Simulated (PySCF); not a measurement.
# H3LaO3 (La(OH)3): the cost of one run

Program: PySCF 2.14.0. Level of theory: PBE0, La lcecp-1-SVP with ECP46, O def2-SVP, H def2-SVP; scalar-relativistic core potentials, no spin–orbit coupling. These are calculated values, not measurements.

2 further runs of the same task are left out: 1 for a known fault of the program, 1 that didn't finish.

## Step 1: The starting structure

7 atoms, charge 0, spin multiplicity 1.

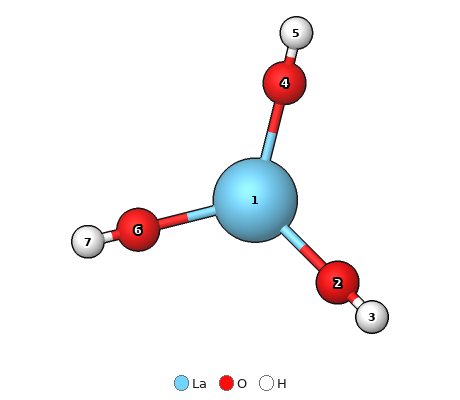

The geometry (lanthanum blue, oxygen red, hydrogen white); atoms are numbered from 1 in the order of the file.

As a file:

```tsv
atom	x (Å)	y (Å)	z (Å)
La1	0.0000	0.0000	-0.3761
O2	2.1190	0.0000	0.0672
H3	3.0188	0.0000	0.3951
O4	-1.0595	1.8351	0.0672
H5	-1.5094	2.6144	0.3951
O6	-1.0595	-1.8351	0.0672
H7	-1.5094	-2.6144	0.3951
```

Formal oxidation states: La +3. The 4f shell is empty and lies in the core potential. An earlier session relaxed this geometry at PBE0, La lcecp-1-SVP with ECP46, O def2-SVP, H def2-SVP (singlet, point group C3v).

Its energy there is -258.814403 Eh.

## Step 2: Atoms moved at random, σ = 0.15 Å

Contents of run.py (the lines that set the calculation):

```python
mol = gto.M(atom='''
La     0.29355    -0.25114    -0.29222
O      2.19065     0.27730     0.16701
H      3.21031     0.09044     0.36444
O     -1.09808     1.69445     0.17197
H     -1.49948     2.68938     0.36107
O     -1.47700    -1.82016    -0.12962
H     -1.61996    -2.68028     0.36835''',
    basis={'La': 'lcecp-1-SVP', 'O': 'def2-SVP', 'H': 'def2-SVP'},
    ecp={'La': 'lcecp-1-SVP'},
    charge=0, spin=0)
mf = dft.RKS(mol, xc='PBE0')
mf.grids.atom_grid = (50, 194)  # f atoms: unpruned, at least (60, 302)
mf = mf.density_fit()  # fitting sets: La AutoAux, O def2-universal-JKFIT, H def2-universal-JKFIT
mf.conv_tol = 1e-08; mf.max_cycle = 55
mf.kernel(dm0)  # dm0: the density of the relaxed state
```

Run with:

```bash
> OMP_NUM_THREADS=2 python run.py
```

**Question.** How long does this run take on 2 threads of Arm Neoverse V2, shared host?

About 3 s.
